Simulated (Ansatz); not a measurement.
# AlP, pressure series

Base system: AlP in the zinc blende structure (space group F-43m, No. 216; a = 5.508 Å).

Cell and atoms are relaxed at each pressure.

Calculations: PBE/PAW in Ansatz (a quantum-chemistry and plane-wave program), no SOC.

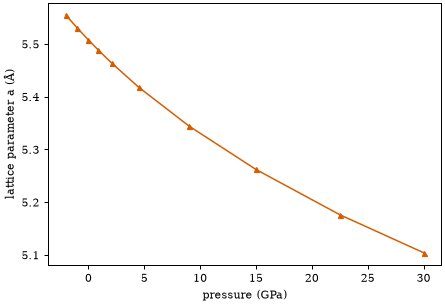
Figure. Lattice parameter a against pressure

```tsv
pressure (GPa)	lattice parameter a
-2	5.554 Å
-1	5.530 Å
0.9	5.488 Å
2.1	5.464 Å
4.5	5.418 Å
9	5.345 Å
15	5.262 Å
22.5	5.176 Å
30	5.104 Å
```

Load acts through the strain it causes; cell and atoms are relaxed under it. No phonon test of stability was made. Measured, AlP leaves this structure (for the NiAs type) near 14.2 GPa (temperature not stated; as listed in Datta, Sujoy, Jana, Debnarayan, arXiv (2020)), on rising pressure, with hysteresis.
